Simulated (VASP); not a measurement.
Band structure of Te (trig). Method: HSE06 screened hybrid with spin-orbit coupling, VASP's PBE PAW potentials (set 64) (plane waves; VASP).

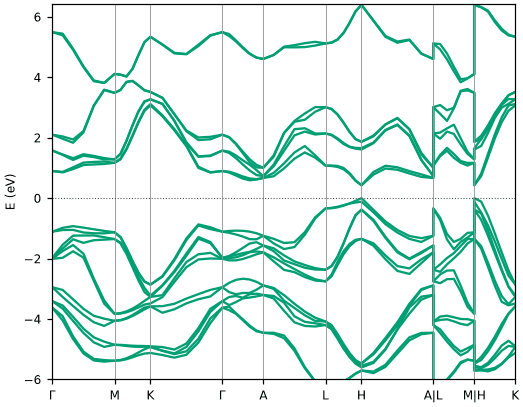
Figure: Bands along high-symmetry lines, zero at the valence-band maximum or, without a gap, the Fermi level

Problem. Read the plot: is there a gap, and where are the band edges?

Solution. The gap is direct, 0.43 eV, from the valence maximum at H to the conduction minimum at H.

The compound is Te in the trig structure. It was relaxed first. The cell's shape comes from a PBE relaxation.
